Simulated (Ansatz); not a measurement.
```xyz
7

B    -2.8572    1.4210    0.2880
O    -1.8567    0.5284    0.0913
Si   -1.3784    0.2088    1.7375
Si   -2.7514    2.0753    2.3364
H    -3.5746    1.7492   -0.6337
H    -1.8413   -1.1653    2.1061
H     0.1163    0.2346    1.8129
```

Geometry: PBE0-D3(BJ)/def2-SVP.

Level of theory: isolated molecule in a Gaussian basis; Kohn-Sham density functional theory, functional PBE0 (Ansatz 0.2.0).

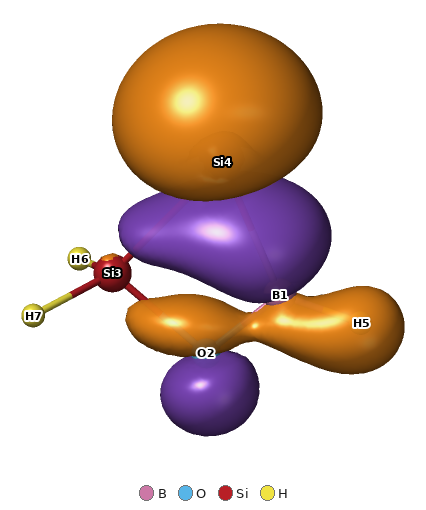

BH₃OSi₂ (SMILES B1O[SiH2][Si]1). One frontier orbital at ±0.1 Å⁻³ᐟ² (orange and purple are the two phases), seen at a tilt.

Question: Which orbital is it: HOMO or LUMO?

Answer: The HOMO, at −6.44 eV. It lies mainly on Si4 (about 60 %), B1 (about 15 %), O2 (about 15 %) and Si3 (about 5 %).
